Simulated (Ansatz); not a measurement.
# CCl3F (trichlorofluoromethane) at CCSD/6-31G(d) (spherical functions)

What is the energy change on altering one bond length of CCl3F (trichlorofluoromethane) at CCSD/6-31G* (spherical functions)? 

Program for the calculation: Ansatz 0.2.0.

51 further runs of the same task are left out: 2 that didn't finish, 49 set aside as unsound or not needed. Runs told in other sessions of the task aren't counted.

**1. Starting point**

CCl3F has 5 atoms, charge 0, and is taken as a singlet. As SMILES, `FC(Cl)(Cl)Cl`. Geometry: relaxed at PBE0-D4/def2-TZVP.

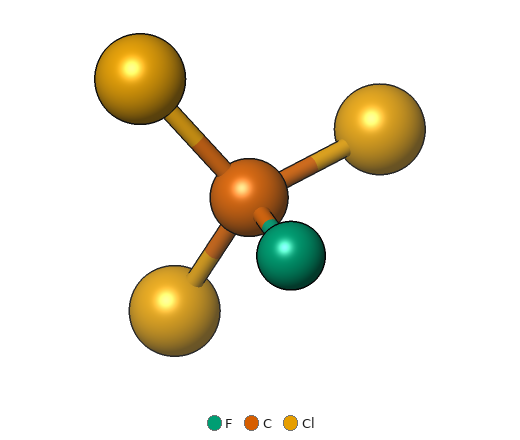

The structure, seen from a chosen angle (fluorine teal, carbon orange, chlorine amber).

**2. A single-point energy at CCSD/6-31G(d) (spherical functions)**

The input, run.yaml:

```yaml
basis:
  gaussian: {orbitals: 6-31G_st_-spherical.json}
crystal:
  periodic: [false, false, false]
  atoms:
    - {symbol: F, position_ang: [0.911880, -0.820730, 0.677360]}
    - {symbol: C, position_ang: [0.044670, -0.040210, 0.033190]}
    - {symbol: Cl, position_ang: [-1.384510, 0.157610, 1.040990]}
    - {symbol: Cl, position_ang: [-0.379970, -0.814480, -1.489160]}
    - {symbol: Cl, position_ang: [0.807920, 1.517810, -0.262390]}
total_charge: 0
magnetization: {spin_polarized: false, initial_magnetization: 0}
correlation: {method: ccsd, frozen_orbitals: {C: 1, Cl: 5, F: 1}}
accuracy: high
scf: {omitted_lower_state_checks: [cluster_reference, increment]}
```

The basis set 6-31G* is read from a file made from the Basis Set Exchange's data (not shown).

Launch:

```sh
ansatz run run.yaml --threads 1 --pin off --max-ram 3480MiB --events-out events.jsonl --progress --plain --runs-dir runs
```

Log, shortened:

```text
Warning: RAYON_NUM_THREADS=1 ignored (pool sized by the plan → 1); use --threads N
Functional definition: HF
  name "HF"
[...]
1786 factors; integrals over basis functions are off by at most 3.3e-9 eV
[...]
mean field -41244.43358026 eV, -1515.7049775935 hartree, gradient 1.0e-7 eV, S^2 0.000000; 0 other end points of the search recorded, 0 dependent functions left out
17 core orbitals not correlated: weight in the atoms' cores, before any rotation towards them, 1.000 or more for the frozen orbitals, at most 0.000 for the correlated occupied ones
reference -41244.43358026 eV, -1515.7049775935 hartree; 16, 16 occupied and 49, 49 virtual orbitals, 1786 factors
second order -18.76605883 eV of doubles, -0.00000000 eV of singles
cycle   1  -19.22941379 eV  change   -4.6e-1 eV  update   9.6e-2
[...]
cycle  20  -19.75285123 eV  change    1.0e-9 eV  update   2.2e-9
Total energy: -41264.18643149 eV, -1516.4308814872 hartree
Checks for a lower state left out: cluster_reference, increment
```

Wall time 8.1 s (1 thread of Arm Neoverse V2, shared host); peak memory 0.33 GiB.

**3. The distorted shape, same level**

The input, input.yaml:

```yaml
basis:
  gaussian:
    orbitals: 6-31G_st_-spherical.json
crystal:
  periodic: [false, false, false]
  atoms:
    - {symbol: F, position_ang: [1.041987, -0.937831, 0.774004]}
    - {symbol: C, position_ang: [0.044670, -0.040210, 0.033190]}
    - {symbol: Cl, position_ang: [-1.384510, 0.157610, 1.040990]}
    - {symbol: Cl, position_ang: [-0.379970, -0.814480, -1.489160]}
    - {symbol: Cl, position_ang: [0.807920, 1.517810, -0.262390]}
accuracy: high
scf:
  omitted_lower_state_checks: [cluster_reference, increment]
correlation:
  method: ccsd
  frozen_orbitals: {C: 1, Cl: 5, F: 1}
```

The basis set 6-31G* is read from a file made from the Basis Set Exchange's data (not shown).

Launch:

```sh
ansatz run input.yaml --threads 1 --pin off --max-ram 3480MiB --events-out events.jsonl --progress --plain --runs-dir runs
```

Log, shortened:

```text
Warning: RAYON_NUM_THREADS=1 ignored (pool sized by the plan → 1); use --threads N
Functional definition: HF
  name "HF"
[...]
1770 factors; integrals over basis functions are off by at most 3.7e-9 eV
[...]
mean field -41243.71007377 eV, -1515.6783892203 hartree, gradient 2.0e-8 eV, S^2 0.000000; 0 other end points of the search recorded, 0 dependent functions left out
17 core orbitals not correlated: weight in the atoms' cores, before any rotation towards them, 1.000 or more for the frozen orbitals, at most 0.000 for the correlated occupied ones
reference -41243.71007377 eV, -1515.6783892203 hartree; 16, 16 occupied and 49, 49 virtual orbitals, 1770 factors
second order -19.06436033 eV of doubles, -0.00000000 eV of singles
cycle   1  -19.44143253 eV  change   -3.8e-1 eV  update   1.1e-1
[...]
cycle  20  -20.02604876 eV  change    1.7e-9 eV  update   3.7e-9
Total energy: -41263.73612253 eV, -1516.4143329380 hartree
Checks for a lower state left out: cluster_reference, increment
```

Wall time 8.1 s (1 thread of Arm Neoverse V2, shared host); peak memory 0.32 GiB.

**4. Summary of results**

Level: CCSD/6-31G* (spherical functions), 17 core orbitals frozen.

| quantity | value |
| --- | --- |
| first shape: total energy | -1516.43088 Eh |
| first shape: correlation energy (17 core orbitals frozen) | -725.9 mEh |
| first shape: T1 diagnostic | 0.010 |
| distorted shape: total energy | -1516.41433 Eh |
| distorted shape: correlation energy (17 core orbitals frozen) | -735.9 mEh |
| distorted shape: T1 diagnostic | 0.011 |
| energy change with the F1–C2 bond stretched from 1.333 to 1.533 Å | 0.450 eV |

**Reading.** With the F1–C2 bond stretched from 1.333 to 1.533 Å the energy rises by 0.45 eV (10.4 kcal/mol). The first shape isn't relaxed at this level, so the change isn't measured from a minimum.
